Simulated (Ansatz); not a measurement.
## GaHCl2O (SMILES [OH][Ga]([Cl])[Cl]): methods side by side

GaHCl2O has 5 atoms, charge 0, and is taken as a singlet. As SMILES, `[OH][Ga]([Cl])[Cl]`. The shape was relaxed beforehand at PBE0/def2-SVP.

```tsv
atom	x (Å)	y (Å)	z (Å)
O	0.2542	1.3550	0.2457
Ga	0.1171	-0.3940	0.0554
Cl	1.5060	-1.6389	1.0623
Cl	-1.4141	-1.2449	-1.1609
H	-0.4133	1.8492	-0.2438
```

Quantity: the dissociation energy of the Ga2–O1 bond into doublet GaCl2 and doublet OH (shapes relaxed at PBE0/def2-SVP, no zero-point term), in eV. The values are calculated.

| level | kind | program | value (eV) | CPU time (all runs) |
| --- | --- | --- | --- | --- |
| BLYP/def2-SVP | GGA | Ansatz | 4.26 | 7.1 s |
| PBE/def2-SVP | GGA | Ansatz | 4.48 | 6.7 s |
| r2SCAN/def2-SVP | meta-GGA | Ansatz | 4.38 | 19 s |
| B3LYP/def2-SVP | global hybrid | Ansatz | 4.27 | 9.7 s |
| PBE0-D4/def2-SVP | global hybrid | Ansatz | 4.41 | 10 s |
| wB97M-V/def2-SVP | range-separated hybrid | Ansatz | 4.58 | 46 s |
| B2PLYP/def2-SVP | double hybrid | Ansatz | 4.45 | 14 s |
| RPA@PBE/def2-SVP | RPA | Ansatz | 4.11 | 11 s |

All-electron rows without a relativistic Hamiltonian named are non-relativistic. The values span 4.11 to 4.58 eV. Measured bond enthalpies also hold zero-point and thermal terms, a few tenths of an eV less. CPU times are rough (shared hosts, several kinds of processor and program).

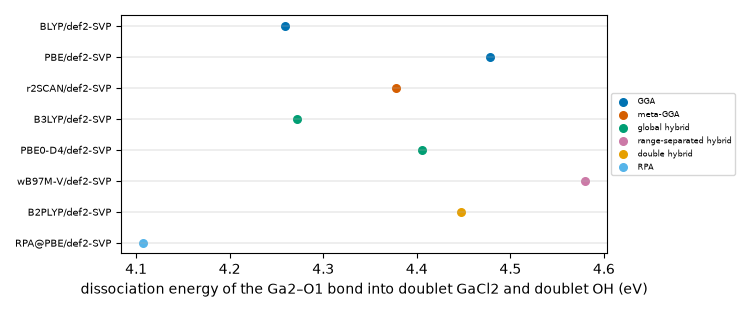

The values of the table, level by level.
